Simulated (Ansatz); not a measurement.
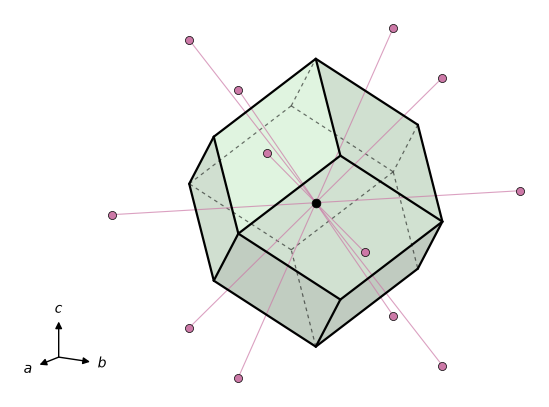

Crystal: HfO2, a calculation's input that goes back to an entry of the Crystallography Open Database (an earlier step may have relaxed or displaced it). The Wigner–Seitz cell of the crystal's lattice, with lines to the lattice points that define its faces. All values are computed from the atomic coordinates in the standard setting (tolerance 0.002 Å).

a = 5.115 Å, b = 5.115 Å, c = 5.115 Å, α = 90.00°, β = 90.00°, γ = 90.00°; space group No. 225, Fm-3m.

### What is the cell's combinatorial type?

A rhombic dodecahedron: 12 faces (12 with 4 edges), 24 edges, 14 vertices. Its volume is that of the primitive cell, 33.5 Å³.

### Which lattice vectors do the faces bisect?

```csv
example,length (Å),faces,edges of each,area (Å²)
1/2 a + 1/2 b,3.62,12,4,4.6
```
